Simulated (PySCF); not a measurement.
# W2Te: singlet, from a PBE0 minimum start

Aim: relax W2Te as a singlet from a PBE0 minimum start, check by its vibrations whether the end is a minimum, and collect its spectrum and constants.

Program: PySCF 2.14.0. Level of theory: PBE0, basis Te def2-SVP with ECP28, W def2-SVP with ECP60, scalar-relativistic core potentials, no spin–orbit coupling, density fitting. These are calculated values, not measurements.

### Step 1. Starting geometry

3 atoms, charge 0, spin multiplicity 1.

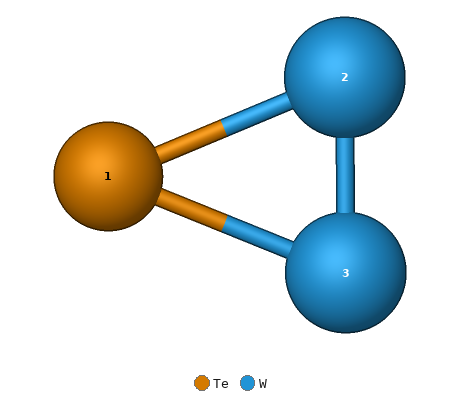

Start geometry, drawn with tellurium orange, tungsten blue; atoms are numbered from 1 in the order of the file.

```xyz
3
charge 0 multiplicity 1
Te    0.0000    0.0000   -1.8446
W     1.0275    0.0000    0.6514
W    -1.0275    0.0000    0.6514
```

### Step 2. First SCF at the start

One driver script runs all steps and calls PySCF; scf.py shows how it sets up the SCF of each step. The optimiser is the driver's own. After this first run the driver tries any further starts and a stability analysis.

File scf.py:

```python
from pyscf import gto, scf, dft
mol = gto.M(atom='''
Te    -0.000000    -0.000000    -1.844562
W      1.027509    -0.000000     0.651396
W     -1.027509     0.000000     0.651396''',
    basis={'Te': 'def2-SVP', 'W': 'def2-SVP'},
    ecp={'Te': 'def2-SVP', 'W': 'def2-SVP'},
    charge=0, spin=0)
mf = dft.RKS(mol, xc='PBE0')
mf.grids.atom_grid = (50, 194)
aux = {'Te': 'def2-universal-JKFIT', 'W': 'def2-universal-JKFIT'}
mf = mf.density_fit(auxbasis=aux)
mf.conv_tol = 1e-08
mf.diis_space = 10
mf.max_cycle = 60
mf.init_guess = 'huckel'
mf.verbose = 4
mf.kernel()
```

Launch:

```sh
> OMP_NUM_THREADS=2 python axn.py task.json out
```

Output, shortened:

```text
[... the frontier levels of the middle cycles are left out ...]
init E= -400.754941634834
  HOMO = -0.308203862018789  LUMO = -0.289858099666633  gap/eV = 0.49921
cycle= 1 E= -397.320102881607  delta_E= 3.43  |g|= 3.09  |ddm|= 5.85
  HOMO = -0.166908426565044  LUMO = -0.119522230561867  gap/eV = 1.28944
cycle= 2 E= -371.716659928708  delta_E= 25.6  |g|= 6.86  |ddm|= 19.3
  HOMO = -0.03179727379565  LUMO = 0.00885679856324462  gap/eV = 1.10625
cycle= 3 E= -400.224894046573  delta_E= -28.5  |g|= 2.29  |ddm|= 17.8
cycle= 4 E= -401.701700294507  delta_E= -1.48  |g|= 0.93  |ddm|=  4.5
cycle= 5 E= -402.032266268628  delta_E= -0.331  |g|= 0.33  |ddm|= 2.06
cycle= 6 E= -402.052447241305  delta_E= -0.0202  |g|= 0.103  |ddm|= 0.407
cycle= 7 E= -402.054502551645  delta_E= -0.00206  |g|= 0.0447  |ddm|= 0.165
cycle= 8 E= -402.055142803934  delta_E= -0.00064  |g|= 0.0141  |ddm|= 0.0598
cycle= 9 E= -402.055224539267  delta_E= -8.17e-05  |g|= 0.00265  |ddm|= 0.0265
cycle= 10 E= -402.055226807349  delta_E= -2.27e-06  |g|= 0.000857  |ddm|= 0.00637
cycle= 11 E= -402.055227078198  delta_E= -2.71e-07  |g|= 0.00021  |ddm|= 0.00133
cycle= 12 E= -402.055227091343  delta_E= -1.31e-08  |g|= 0.000224  |ddm|= 0.00057
cycle= 13 E= -402.055227100043  delta_E= -8.7e-09  |g|= 9.45e-05  |ddm|= 0.000223
Extra cycle  E= -402.055226942556  delta_E= 1.57e-07  |g|= 0.000898  |ddm|= 0.000712
SCF not converged.
init E= -400.754941634834
cycle= 1 E= -397.320102881607  delta_E= 3.43  |g|= 3.09  |ddm|= 5.85
[... 16 cycles left out ...]
cycle= 18 E= -402.055226168715  delta_E= -4.38e-05  |g|= 0.00216  |ddm|= 0.0121
cycle= 19 E= -402.055218065329  delta_E= 8.1e-06  |g|= 0.00673  |ddm|= 0.00629
cycle= 20 E= -402.055226018321  delta_E= -7.95e-06  |g|= 0.00234  |ddm|= 0.00316
SCF not converged.
init E= -402.055226018321
cycle= 1 E= -402.055189863323  delta_E= 3.62e-05  |g|= 0.0139  |ddm|= 0.0106
cycle= 2 E= -402.053942821035  delta_E= 0.00125  |g|= 0.0815  |ddm|= 0.0621
cycle= 3 E= -402.055078951588  delta_E= -0.00114  |g|= 0.0269  |ddm|= 0.0355
cycle= 4 E= -402.055204728357  delta_E= -0.000126  |g|= 0.0103  |ddm|= 0.0119
cycle= 5 E= -402.055223117714  delta_E= -1.84e-05  |g|= 0.00426  |ddm|= 0.00495
cycle= 6 E= -402.055226318093  delta_E= -3.2e-06  |g|= 0.00185  |ddm|= 0.00226
cycle= 7 E= -402.055226941155  delta_E= -6.23e-07  |g|= 0.0008  |ddm|= 0.00109
cycle= 8 E= -402.055227064809  delta_E= -1.24e-07  |g|= 0.000355  |ddm|= 0.000579
cycle= 9 E= -402.055227090575  delta_E= -2.58e-08  |g|= 0.000179  |ddm|= 0.000331
cycle= 10 E= -402.055227097602  delta_E= -7.03e-09  |g|= 0.000103  |ddm|= 0.000198
cycle= 11 E= -402.055227100206  delta_E= -2.6e-09  |g|= 6.32e-05  |ddm|= 0.000138
  HOMO = -0.163161978696711  LUMO = -0.0994932658643002  gap/eV = 1.73251
Extra cycle  E= -402.055227014887  delta_E= 8.53e-08  |g|= 0.000664  |ddm|= 0.000541
converged SCF energy = -402.055227014887
```

This step, with its further starts and checks, ran for 10 s (2 threads of Arm Neoverse N1, shared host).

The test of internal stability found no lower closed-shell solution.

### Step 3. PBE0 minimum start, singlet: relaxation

The program finds C2v symmetry in the start, which this walk keeps.

scf.py, as its differences from that of step 2:

```diff
@@ -3,3 +3,3 @@
-Te    -0.000000    -0.000000    -1.844562
-W      1.027509    -0.000000     0.651396
-W     -1.027509     0.000000     0.651396''',
+Te     0.000000     0.000000    -1.844622
+W      1.027509     0.000000     0.651336
+W     -1.027509     0.000000     0.651336''',
@@ -16 +15,0 @@
-mf.init_guess = 'huckel'
```

Energy and gradient, step by step:

```
step  energy (Eh)  change (kJ/mol)  largest symmetric gradient (Eh/bohr)
   0  -402.055227             0.00                               0.00022
```

The walk took 5.2 s.

After 0 steps and 0.0 kJ/mol it ends at C2v: Te–W 2.699 Å (×2), W–W 2.055 Å; Te–W–W 67.6° (×2), W–Te–W 44.8°.

### Step 4. Frequencies

The point is checked on the finer grid, and tightened if its gradient asks for it. The Hessian and the dipole derivatives come from central differences of analytic gradients, with steps of 0.02 bohr.

scf.py, as its differences from that of step 3:

```diff
@@ -10 +10 @@
-mf.grids.atom_grid = (50, 194)
+mf.grids.atom_grid = (75, 302)
@@ -13 +13 @@
-mf.conv_tol = 1e-08
+mf.conv_tol = 1e-10
```

The driver hands on the density of the step before, so the log starts near convergence.

SCF at the final geometry:

```text
init E= -402.055406899847
  HOMO = -0.163161997680015  LUMO = -0.0994912216181962  gap/eV = 1.73257
cycle= 1 E= -402.055406856699  delta_E= 4.31e-08  |g|= 0.000469  |ddm|= 0.000363
  HOMO = -0.163160569149898  LUMO = -0.0994918050804161  gap/eV = 1.73252
cycle= 2 E= -402.055402655369  delta_E= 4.2e-06  |g|= 0.00462  |ddm|= 0.00356
  HOMO = -0.16316068776011  LUMO = -0.0994916212910528  gap/eV = 1.73252
cycle= 3 E= -402.055406900224  delta_E= -4.24e-06  |g|= 1.76e-05  |ddm|= 0.00324
  HOMO = -0.163161196545039  LUMO = -0.0994911793748461  gap/eV = 1.73255
cycle= 4 E= -402.055406900324  delta_E= -1e-10  |g|= 3.57e-06  |ddm|= 3.02e-05
  HOMO = -0.163161354531645  LUMO = -0.0994913257375991  gap/eV = 1.73255
cycle= 5 E= -402.055406900326  delta_E= -2.27e-12  |g|= 2.23e-06  |ddm|= 4.79e-06
  HOMO = -0.16316135356247  LUMO = -0.0994913082422544  gap/eV = 1.73255
Extra cycle  E= -402.055406900257  delta_E= 6.92e-11  |g|= 1.93e-05  |ddm|= 1.63e-05
converged SCF energy = -402.055406900257
```

The whole step took 49 s.

Geometry: C2v; Te–W 2.699 Å (×2), W–W 2.055 Å; Te–W–W 67.6° (×2), W–Te–W 44.8°.

Modes, for the most abundant isotopes:

| symmetry | ω (cm⁻¹) | IR (km/mol) | μ (u) |
| --- | --- | --- | --- |
| b2 | 87 | 0.5 | 164.09 |
| a1 | 209 | 4.3 | 140.96 |
| a1 | 388 | 0.2 | 183.50 |

No imaginary mode, so this is a minimum.

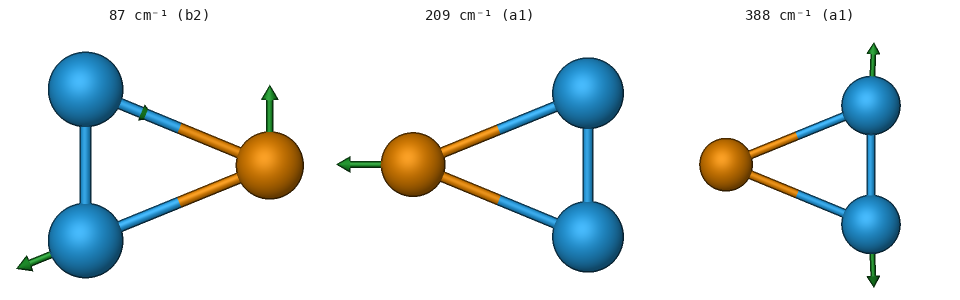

Displacements of 3 of the modes, as arrows (one member where a mode is degenerate).

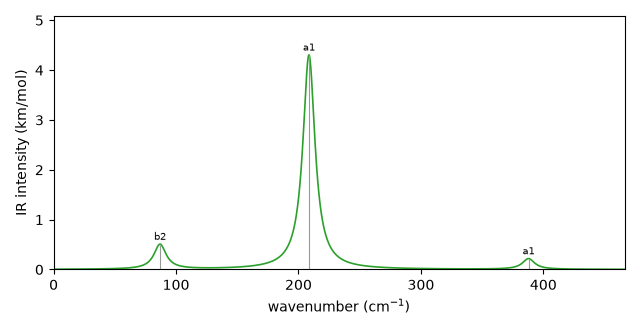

The harmonic infrared spectrum (widths in cm⁻¹). Lines are broadened to a width of 12 cm⁻¹ (Lorentzian).

Constants and moments:

```yaml
Dipole_moment: 3.77 D
Highest_occupied_level: -4.44 eV
Lowest_empty_level: -2.71 eV
Rotational_constants: 0.0434, 0.02819, 0.01709 cm⁻¹
Zero-point_energy: 4.1 kJ/mol
Principal_polarisabilities: 112.2, 144.2, 151.9 bohr³
Atomisation_energy_without_zero-point_energy: 709 kJ/mol
Principal_traceless_quadrupole_moments_about_the_centre_of_mass: -11.66, -2.09, 13.74 D Å
Entropy_at_298.15_K_and_1_bar: 337.5 J/(mol K)
Heat_capacity_Cp_at_298.15_K: 55.4 J/(mol K)
Enthalpy_at_298.15_K_above_0_K: 14.19 kJ/mol
Rotational_symmetry_number: 2
```

Populations by atom (charges in e):

```
atom  Mulliken  Löwdin  polar tensor  Mayer order to Te1
 Te1     -0.30    0.27         -0.42                   –
W2,3      0.15   -0.14          0.21                1.12
```

Outer orbital energies (eV). occupied: -8.89, -7.91, -7.46, -7.30, -7.13, -6.70, -5.83, -4.44; empty: -2.71, -2.38, -2.28, -1.84.

Mulliken populations on Te1 (outside its core potential): s 3.95, p 10.27, d 10.08.

### Step 5. Would spin polarisation lower it?

At the lowest minimum the closed shell is tested against spin polarisation, on the (50, 194) grid. It is unstable: an open-shell solution lies lower. That solution was not followed to a minimum here.

### Step 6. What came out

| quantity | value |
| --- | --- |
| minimum | singlet, C2v (closed shell, unstable towards spin polarisation) |
| geometry | Te–W 2.699 Å (×2), W–W 2.055 Å; Te–W–W 67.6° (×2), W–Te–W 44.8° |
| wavenumbers (cm⁻¹) | 87 (b2), 209 (a1), 388 (a1) |
| dipole moment | 3.77 D |
| highest occupied, lowest empty level | -4.44, -2.71 eV |
| polar-tensor charge of Te1 | -0.42 e |
| zero-point energy | 4.1 kJ/mol |

**Reading.** The PBE0 minimum start keeps its C2v symmetry and ends in a minimum. The strongest infrared band lies at 209 cm⁻¹ (a1). Other starts or spin states, not run here, may lie lower. Spin polarisation would lower this closed shell, so its numbers describe a constrained state. With an element this heavy the missing spin–orbit coupling can shift these numbers.

The search up to here ran for 76 s (2 threads of Arm Neoverse N1, shared host).
